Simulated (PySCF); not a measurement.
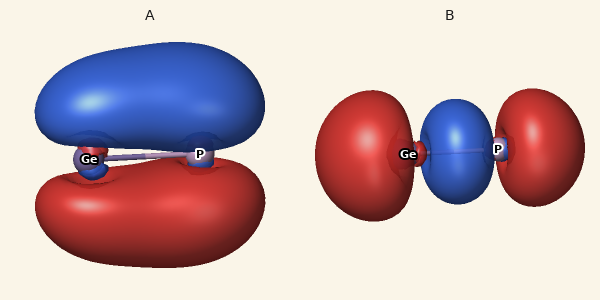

GeP (charge −1). Two frontier orbitals, each drawn at the value that holds 80 % of its norm (blue and red are the two phases), in no order; of a degenerate pair one member is drawn.

Level of theory: PySCF, PBE0/def2-TZVPPD, non-relativistic Hamiltonian with scalar-relativistic core potentials where named, at a bond length of 2.066 Å.

> Name the orbitals and rank them from lowest to highest energy.

Orbital B: σ, occupied, −0.90 eV; shared between the atoms (Ge 50 %, P 50 %).
Orbital A: π, occupied, −0.79 eV; bonding, with no node between the atoms.
